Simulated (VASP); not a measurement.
Band structure of HfC (rock salt). Method: optB88-vdW, VASP's PBE PAW potentials (set 64) (plane waves; VASP 6.6.1).

Unless said otherwise, spin-orbit coupling is left out, though it shifts the bands of the heavy elements here.

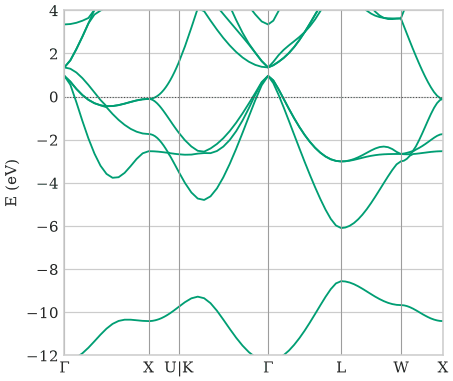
*Bands along high-symmetry lines, zero at the valence-band maximum or, without a gap, the Fermi level*

### Question
Read the plot: is there a gap, and where are the band edges?

### Answer
It has no gap at this level: it comes out as a metal or semimetal. (Edges off the drawn lines would not show.)

The compound is HfC in the rock salt structure. It was relaxed first.
